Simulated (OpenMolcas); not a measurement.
# [BF4]− (tetrafluoroborate): levels of theory compared

Aim: a comparison of 6 runs (BLYP/aug-cc-pVDZ, PBE0/aug-cc-pVDZ, SVWN5/aug-cc-pVDZ, TPSS/aug-cc-pVDZ, r2SCAN/aug-cc-pVDZ, revPBE/aug-cc-pVDZ) of [BF4]− (tetrafluoroborate). 

Program for the calculation: OpenMolcas 26.06.

1 further run of the same task is left out (set aside as unsound or not needed).

### Step 1. The system as given

The species is [BF4]− (5 atoms), meant as a singlet with charge -1. SMILES: `F[B-](F)(F)F`. The F1–B2 distance was set to 2.108 Å, away from the relaxed value. At this shape a bond of the SMILES string is far longer than usual.

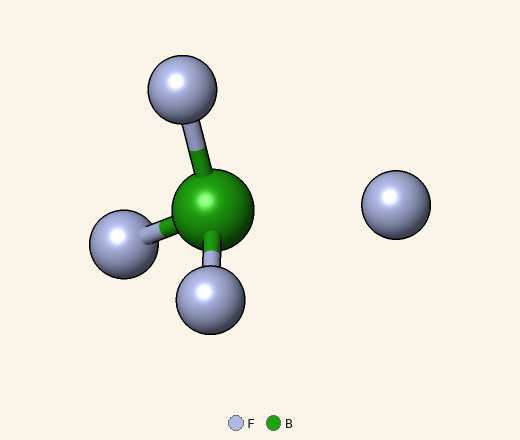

The structure, seen from a chosen angle (fluorine light blue, boron green).

### Step 2. A single-point energy at BLYP/aug-cc-pVDZ (run 1)

Contents of mol.inp:

```
* BF4 Kohn-Sham DFT
>>> EXPORT MOLCAS_PRINT=2

&GATEWAY
  BasLib
  $CurrDir
  Coord
  5
  bohr
  F     -0.16185882    -0.11395238     3.97975566
  B      0.00000000     0.00000000     0.00018897
  F      1.79316112    -1.75933502    -0.86398278
  F     -2.38577923    -0.60301161    -1.00098793
  F      0.70052147     2.43831362    -0.78839374
  Basis
  aug-cc-pVDZ
  Group
  NoSym

&SEWARD
  GridInput
  Grid=UltraFine
  End of Grid

&SCF
  Charge
  -1
  KSDFT
  BLYP
  Thresholds
  1e-10 1e-07 1e-07 1e-05
  PrOrbitals
  1 1
```

The basis set aug-cc-pVDZ is read from a file made from the Basis Set Exchange's data (not shown).

Launch:

```bash
export MOLCAS_MEM=1860
pymolcas mol.inp > mol.log
```

What it wrote:

```text
--- Start Module: gateway ---
[...]
--- Stop Module: gateway /rc=_RC_ALL_IS_WELL_ ---
--- Start Module: seward ---
[...]
      Basis functions          115
--- Stop Module: seward /rc=_RC_ALL_IS_WELL_ ---
[...]
--- Start Module: scf ---
[...]
       Convergence after  23 Iterations
[...]
::    Total KS-DFT energy                            -424.4834983693
[...]
      Total spin, S                                     0.0000000000
[...]
      Total electronic charge=   42.000000
      Total            charge=   -1.000000
[...]
      Dipole Moment (debye):
      Origin of the operator (angstrom)=   -0.0062   -0.0044    0.1533
                   X=  1.3427E-01               Y=  9.4348E-02               Z= -3.2984E+00           Total=  3.3025E+00
      Center of Charge (angstrom)
[...]
--- Stop Module: scf /rc=_RC_ALL_IS_WELL_ ---
[...]
```

Wall time 52 s (1 thread of Arm Neoverse V1, shared host); peak memory 0.7 GiB.

### Step 3. A single-point energy at PBE0/aug-cc-pVDZ (run 2)

Contents of job.input:

```
* BF4 Kohn-Sham DFT
&gateway
baslib = $CurrDir
basisset
F.aug-cc-pVDZ....
F1 -0.085652 -0.060301 2.105996 angstrom
F3 0.948900 -0.931000 -0.457200 angstrom
F4 -1.262500 -0.319100 -0.529700 angstrom
F5 0.370700 1.290300 -0.417200 angstrom
End of Basis
basisset
B.aug-cc-pVDZ....
B2 0.000000 0.000000 0.000100 angstrom
End of Basis
&seward
gridinput
Grid=UltraFine
End of Grid
&scf
charge = -1
ksdft = PBE0
thresholds = 1e-10 1e-07 1e-07 1e-05
prorbitals = 1 1
```

The basis set aug-cc-pVDZ is read from a file made from the Basis Set Exchange's data (not shown).

Launch:

```bash
export MOLCAS_MEM=1860
pymolcas job.input > job.log
```

What it wrote:

```text
--- Start Module: gateway ---
[...]
--- Stop Module: gateway /rc=_RC_ALL_IS_WELL_ ---
--- Start Module: seward ---
[...]
      Basis functions          115
--- Stop Module: seward /rc=_RC_ALL_IS_WELL_ ---
[...]
--- Start Module: scf ---
[...]
       Convergence after  19 Iterations
[...]
::    Total KS-DFT energy                            -424.0977952407
[...]
      Total spin, S                                     0.0000000000
[...]
      Total electronic charge=   42.000000
      Total            charge=   -1.000000
[...]
      Dipole Moment (debye):
      Origin of the operator (angstrom)=   -0.0062   -0.0044    0.1533
                   X=  1.3740E-01               Y=  9.6540E-02               Z= -3.3751E+00           Total=  3.3793E+00
      Center of Charge (angstrom)
[...]
--- Stop Module: scf /rc=_RC_ALL_IS_WELL_ ---
[...]
```

It took 48 s on 1 thread of Arm Neoverse V1, shared host; peak memory 0.7 GiB.

### Step 4. The energy at SVWN5/aug-cc-pVDZ (run 3)

Contents of mol.inp:

```
* BF4 Kohn-Sham DFT

&GATEWAY
  BasLib
  $CurrDir
  Coord
  5
  angstrom
  F       -0.085652      -0.060301       2.105996
  B        0.000000       0.000000       0.000100
  F        0.948900      -0.931000      -0.457200
  F       -1.262500      -0.319100      -0.529700
  F        0.370700       1.290300      -0.417200
  Basis
  aug-cc-pVDZ
  Group
  NoSym

&SEWARD
  GridInput
  Grid=UltraFine
  End of Grid

&SCF
  Charge
  -1
  KSDFT
  SVWN5
  Thresholds
  1e-10 1e-07 1e-07 1e-05
  PrOrbitals
  0
```

The basis set aug-cc-pVDZ is read from a file made from the Basis Set Exchange's data (not shown).

Launch:

```bash
export MOLCAS_MEM=1860
pymolcas mol.inp > mol.log
```

What it wrote:

```text
--- Start Module: gateway ---
[...]
--- Stop Module: gateway /rc=_RC_ALL_IS_WELL_ ---
--- Start Module: seward ---
[...]
      Basis functions          115
--- Stop Module: seward /rc=_RC_ALL_IS_WELL_ ---
[...]
--- Start Module: scf ---
[...]
       Convergence after  21 Iterations
[...]
::    Total KS-DFT energy                            -421.7161055321
[...]
      Total spin, S                                     0.0000000000
[...]
      Total electronic charge=   42.000000
      Total            charge=   -1.000000
[...]
      Dipole Moment (debye):
      Origin of the operator (angstrom)=   -0.0062   -0.0044    0.1533
                   X=  1.3247E-01               Y=  9.3066E-02               Z= -3.2539E+00           Total=  3.2580E+00
      Center of Charge (angstrom)
[...]
--- Stop Module: scf /rc=_RC_ALL_IS_WELL_ ---
[...]
```

Wall time 38 s (1 thread of Arm Neoverse V1, shared host); peak memory 0.7 GiB.

Runs 4 to 5 aren't shown in full; the table further down has their settings and results.

### Step 5. A single-point energy at revPBE/aug-cc-pVDZ (run 6)

Contents of mol.inp:

```
* BF4 Kohn-Sham DFT
>>> EXPORT MOLCAS_PRINT=2

&gateway
  baslib = $CurrDir
  basisset
  F.aug-cc-pVDZ....
  F1 -0.085652 -0.060301 2.105996 angstrom
  F3 0.948900 -0.931000 -0.457200 angstrom
  F4 -1.262500 -0.319100 -0.529700 angstrom
  F5 0.370700 1.290300 -0.417200 angstrom
  End of Basis
  basisset
  B.aug-cc-pVDZ....
  B2 0.000000 0.000000 0.000100 angstrom
  End of Basis

&seward
  gridinput
  Grid=UltraFine
  End of Grid

&scf
  charge = -1
  ksdft = revPBE
  thresholds = 1e-10 1e-07 1e-07 1e-05
  prorbitals = 1 1
```

The basis set aug-cc-pVDZ is read from a file made from the Basis Set Exchange's data (not shown).

Launch:

```bash
export MOLCAS_MEM=1860
pymolcas mol.inp > mol.log
```

What it wrote:

```text
--- Start Module: gateway ---
[...]
--- Stop Module: gateway /rc=_RC_ALL_IS_WELL_ ---
--- Start Module: seward ---
[...]
      Basis functions          115
--- Stop Module: seward /rc=_RC_ALL_IS_WELL_ ---
[...]
--- Start Module: scf ---
[...]
       Convergence after  22 Iterations
[...]
::    Total KS-DFT energy                            -424.3724374526
[...]
      Total spin, S                                     0.0000000000
[...]
      Total electronic charge=   42.000000
      Total            charge=   -1.000000
[...]
      Dipole Moment (debye):
      Origin of the operator (angstrom)=   -0.0062   -0.0044    0.1533
                   X=  1.3412E-01               Y=  9.4227E-02               Z= -3.2944E+00           Total=  3.2985E+00
      Center of Charge (angstrom)
[...]
--- Stop Module: scf /rc=_RC_ALL_IS_WELL_ ---
[...]
```

Run time: 51 s. Hardware: 1 thread of Arm Neoverse V1, shared host; peak memory 0.7 GiB.

### Step 6. The series

```
run               level  energy (Eh)  HOMO energy (eV)  LUMO energy (eV)  HOMO–LUMO gap (eV)  wall time
  1    BLYP/aug-cc-pVDZ  -424.483498             -1.50              3.41                4.91       52 s
  2    PBE0/aug-cc-pVDZ  -424.097795             -3.46              3.99                7.45       48 s
  3   SVWN5/aug-cc-pVDZ  -421.716106             -1.77              3.38                5.15       38 s
  4    TPSS/aug-cc-pVDZ  -424.545710             -1.60              3.56                5.16       76 s
  5  r2SCAN/aug-cc-pVDZ  -424.333769             -1.89              4.00                5.88       71 s
  6  revPBE/aug-cc-pVDZ  -424.372437             -1.44              3.40                4.84       51 s
```

### Step 7. Results

| quantity | value |
| --- | --- |
| run 6: total energy | -424.37244 Eh |
| run 6: HOMO energy | -1.44 eV |
| run 6: LUMO energy | 3.40 eV |
| run 6: HOMO–LUMO gap (to an unbound level, set by the basis) | 4.84 eV |

The HOMO–LUMO gap runs from 4.84 eV (revPBE/aug-cc-pVDZ) to 7.45 eV (PBE0/aug-cc-pVDZ). The empty levels of an anion lie above zero and hang on the basis. Totals of different functionals can't be ranked against each other. All runs together took 5.6 min, the longest 76 s.
